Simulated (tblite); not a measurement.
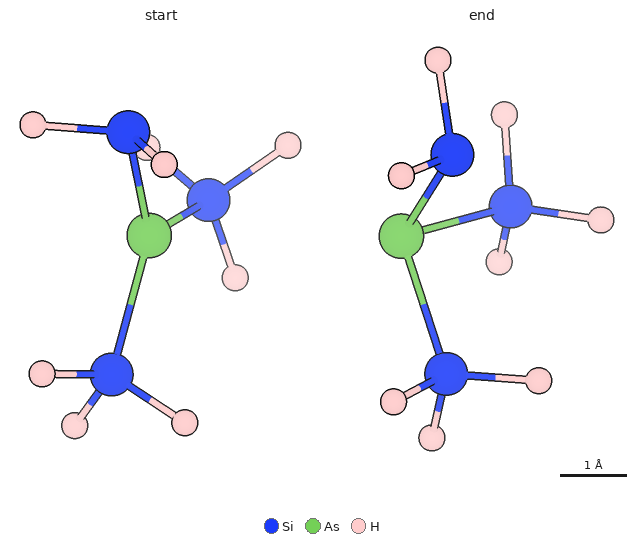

The structure of Si3AsH8 (multiplicity 2) before (left) and after (right) a relaxation, at one scale.

Style: ball-and-stick. Shown from a free direction.

Level of theory: GFN2-xTB geometry optimisation, gas phase in tblite 0.8.0. 

Question: Describe what moved and what it gained.

Answer: The atom that moves furthest after the best rigid fit is an H atom (1.69 Å). By element the largest moves are H 1.69 Å, As 1.08 Å, Si 0.35 Å. Near-neighbour distances that change, for instance: As–Si 2.228 → 2.315 Å, As–Si 2.245 → 2.326 Å, H–Si 1.488 → 1.469 Å. Among the angles between lasting bonds that change: Si–As–Si 120.7° → 99.3°, Si–As–Si 120.1° → 99.9°, Si–As–Si 119.2° → 99.0°. Over 192 geometry steps the energy falls by 92.4 kJ/mol.
